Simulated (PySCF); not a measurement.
## NMR shielding calculation, with input and output: C$_{5}$H$_{15}$BSSi$_{2}$

C$_{5}$H$_{15}$BSSi$_{2}$, SMILES CBC1([SiH2]SC[SiH3])CC1, computed with GIAO PBE0/pcSseg-1 NMR shielding, non-relativistic, gas phase (PySCF 2.14.0).

The geometry comes from this level: GFN2-xTB. It belongs to a series of runs on one base structure; here: CH2 inserted into a S-Si bond. Figures and captions count atoms from 1; the log counts them from 0 in places.

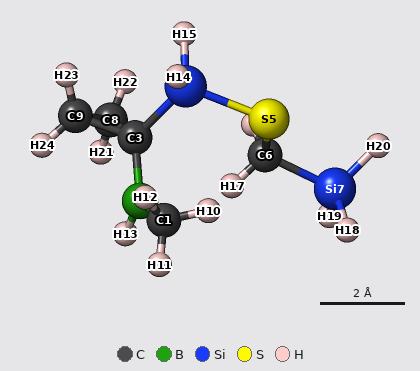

The structure (ball-and-stick view, seen at a tilt; atoms are numbered from 1 in the order of the input).

## The input
```
{"job": {"kind": "nmr", "xc": "PBE0", "basis": "pcSseg-1"}, "charge": 0, "multiplicity": 1}
C     -1.428330    -2.027190     0.005251
B     -1.431581    -0.682110    -0.805496
C     -1.198659     0.669152    -0.063357
Si    -0.122445     0.725391     1.487623
S      1.655488    -0.443275     1.172847
C      1.961149    -0.101015    -0.599420
Si     3.520796    -1.033451    -1.163641
C     -1.241628     1.959054    -0.863237
C     -2.405518     1.599208    -0.021185
H     -0.417439    -2.243819     0.354639
H     -1.765392    -2.893236    -0.558835
H     -2.034218    -1.953915     0.907804
H     -1.621988    -0.677444    -1.965828
H     -0.733038     0.124353     2.666432
H      0.288867     2.108981     1.747650
H      2.067829     0.975491    -0.715388
H      1.077580    -0.421457    -1.151764
H      3.294815    -2.467534    -1.003615
H      3.724030    -0.696703    -2.576253
H      4.658286    -0.591815    -0.360106
H     -1.343039     1.884258    -1.936444
H     -0.620937     2.786294    -0.548079
H     -2.585898     2.154829     0.887322
H     -3.310467     1.265718    -0.507879
```

The first line tells a small driver script what to run in PySCF; the rest is the geometry in Å.

Launched with:
```bash
OMP_NUM_THREADS=1 python <driver script> task.json out
```

## What the program printed
```
coarse grid: 20688 points
cycle   1  E = -1200.7251561987  dE =  7.282e-01  |g| = 4.620e-01  |ddm| = 4.378e+00
cycle   2  E = -1200.7193964497  dE =  5.760e-03  |g| = 4.955e-01  |ddm| = 9.955e-01
cycle   3  E = -1200.7837352449  dE = -6.434e-02  |g| = 5.846e-02  |ddm| = 5.548e-01
cycle   4  E = -1200.7843849118  dE = -6.497e-04  |g| = 3.108e-02  |ddm| = 1.023e-01
cycle   5  E = -1200.7846307672  dE = -2.459e-04  |g| = 5.726e-03  |ddm| = 3.845e-02
cycle   6  E = -1200.7846382266  dE = -7.459e-06  |g| = 1.246e-03  |ddm| = 6.521e-03
final grid: 183432 points
cycle   7  E = -1200.8377302309  dE = -5.179e-05  |g| = 1.013e-02  |ddm| = 4.191e-02
cycle   8  E = -1200.8377135436  dE =  1.669e-05  |g| = 1.289e-02  |ddm| = 2.112e-02
cycle   9  E = -1200.8377562100  dE = -4.267e-05  |g| = 1.025e-03  |ddm| = 1.291e-02
cycle  10  E = -1200.8377564743  dE = -2.643e-07  |g| = 2.748e-04  |ddm| = 1.421e-03
cycle  11  E = -1200.8377564921  dE = -1.778e-08  |g| = 6.343e-05  |ddm| = 2.647e-04
cycle  12  E = -1200.8377564930  dE = -8.636e-10  |g| = 2.563e-05  |ddm| = 9.252e-05
```

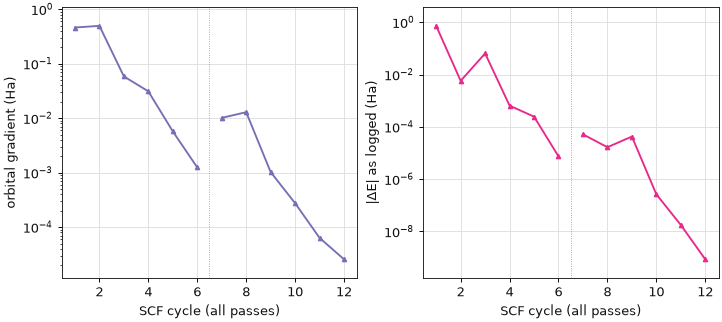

Convergence of the self-consistent field: orbital gradient and size of the energy change against the SCF cycle. The dotted line marks the change from a coarse to the final integration grid. The first 6 cycles use a coarse grid, the final grid takes over at cycle 7, and the field converges after 12 cycles in all.

```
converged SCF energy = -1200.8377564930

GIAO shielding tensors (ppm)
atom      isotropic    diamagn.    paramagn.     s11        s22        s33       span
  0 C      172.375     254.258     -81.883    142.627    182.408    192.090     49.463
  1 B       13.209     192.142    -178.934    -63.127    -10.357    113.111    176.238
  2 C      178.599     258.112     -79.513    132.199    180.325    223.272     91.073
  3 Si     354.729     882.640    -527.911    295.777    354.081    414.328    118.551
  4 S      687.850    1061.605    -373.754    574.948    615.049    873.554    298.606
  5 C      174.833     259.472     -84.639    161.989    176.011    186.498     24.509
  6 Si     418.161     879.719    -461.557    387.955    402.232    464.298     76.343
  7 C      165.976     250.598     -84.621    126.141    175.523    196.264     70.123
  8 C      179.469     255.752     -76.283    154.846    187.477    196.084     41.237
  9 H       30.091      33.160      -3.069     23.559     30.684     36.030     12.471
 10 H       30.318      30.225       0.093     26.633     27.349     36.971     10.338
 11 H       30.789      31.707      -0.918     25.994     30.500     35.874      9.879
 12 H       24.476      32.663      -8.187     19.218     26.546     27.663      8.445
 13 H       26.540      31.174      -4.634     22.799     24.577     32.244      9.444
 14 H       27.334      31.549      -4.215     22.342     26.753     32.908     10.565
 15 H       29.985      34.739      -4.754     24.260     28.927     36.768     12.508
 16 H       31.095      37.291      -6.196     24.945     31.770     36.569     11.625
 17 H       27.873      28.800      -0.927     23.966     26.777     32.877      8.911
 18 H       27.593      28.343      -0.750     23.590     25.363     33.826     10.236
 19 H       27.756      28.510      -0.754     23.840     26.071     33.356      9.517
 20 H       30.537      31.945      -1.408     25.388     26.461     39.763     14.375
 21 H       30.762      32.197      -1.435     25.488     28.180     38.618     13.130
 22 H       30.903      31.835      -0.931     24.641     28.326     39.742     15.102
 23 H       30.836      31.404      -0.568     24.922     27.010     40.575     15.653
```

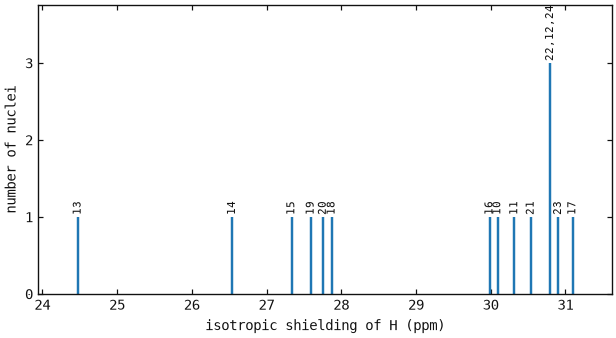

Isotropic shieldings of the hydrogen nuclei in this fixed geometry, labelled by atom number; shielding grows to the right, so chemical shift grows to the left. The least shielded is H13 (24.5 ppm), the most shielded H17 (31.1 ppm).

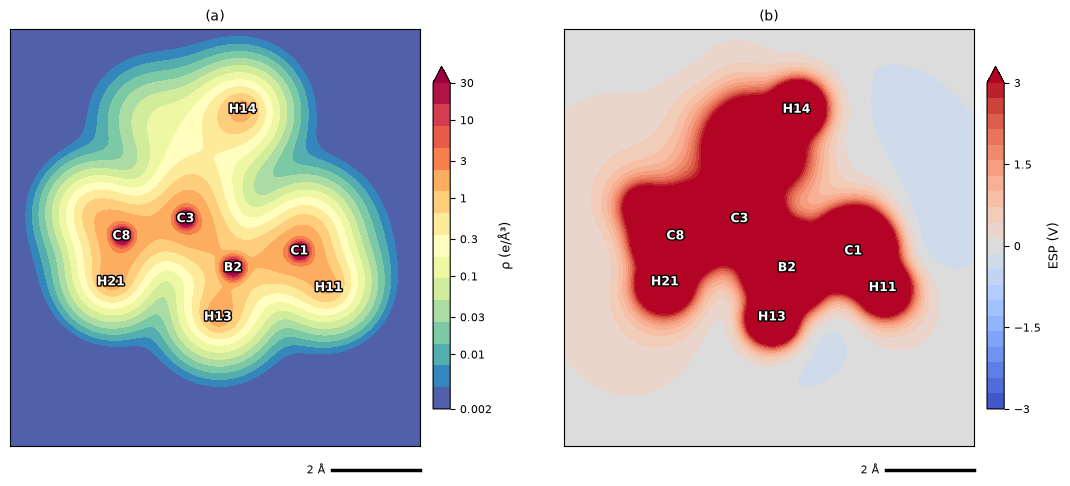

(a) electron density; (b) electrostatic potential on the plane of atoms C3, B2 and H13. Atoms in the plane: C, B and H. C–B (1.56 Å): ρ at the midpoint is about 1.4 e/Å³. C–H (1.09 Å): ρ at the midpoint is about 1.9 e/Å³. C–C (1.52 Å): ρ at the midpoint is about 1.5 e/Å³. The potential has no marked negative region in this plane.

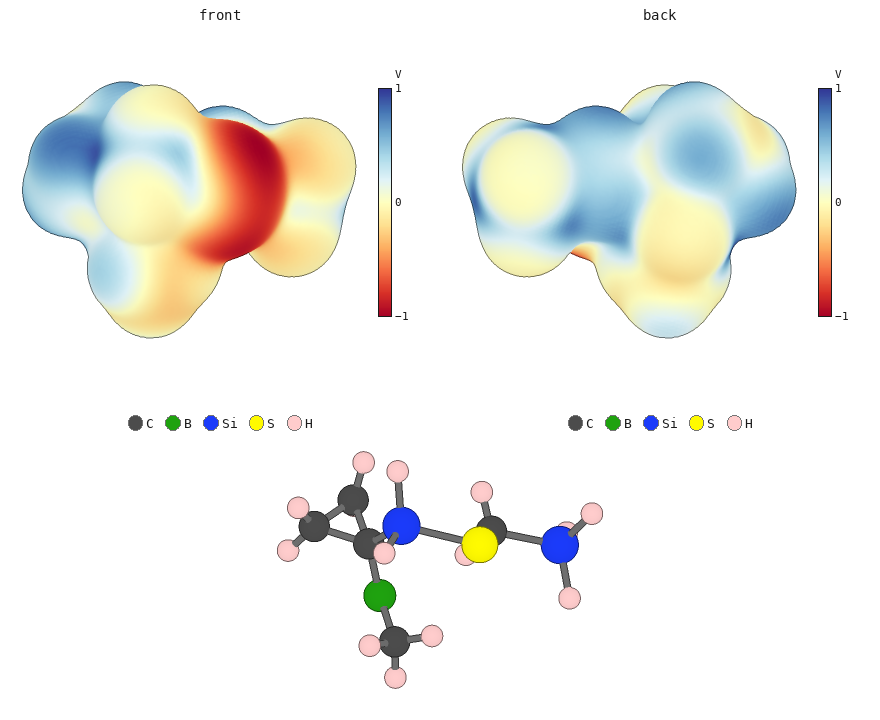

The electrostatic potential painted on the density surface at 0.001 e/bohr³, seen face on and from behind; red is negative and blue positive. The bare structure is drawn below in the same view. A positive charge is drawn to the negative regions and a negative charge to the positive ones. Its dipole moment is 2.20 D.

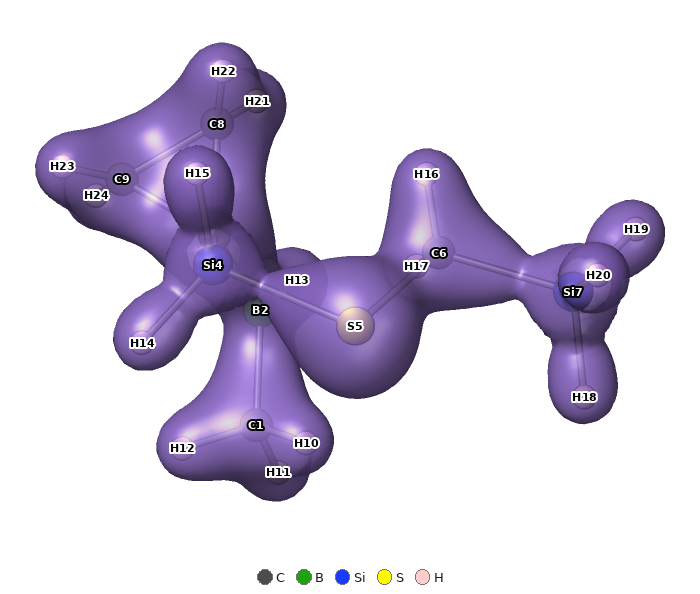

Isosurface of the total electron density at 0.6 e/Å³ (purple), seen at a tilt. At this value the surface is in one piece. On the grid the lowest density along these lines, outside the cores, is 1.7 e/Å³ (C–C, 1.48 Å), 1.3 e/Å³ (C–B, 1.56 Å), 1.2 e/Å³ (C–S, 1.83 Å) and 0.79 e/Å³ (C–Si, 1.89 Å).

## Key numbers

| quantity | value |
| --- | --- |
| outcome | converged |
| total energy | −1200.837756 hartree |
| HOMO | −6.78 eV |
| LUMO | −1.08 eV |
| dipole moment | 2.20 D |
| isotropic shielding, C | 166.0 to 179.5 ppm |
| isotropic shielding, B | 13.2 ppm |
| isotropic shielding, Si | 354.7 to 418.2 ppm |
| isotropic shielding, S | 687.9 ppm |
| isotropic shielding, H | 24.5 to 31.1 ppm |
| hardware | 1 CPU thread, shared host |
| wall time | 63 s |
| peak memory | 1.2 GiB |
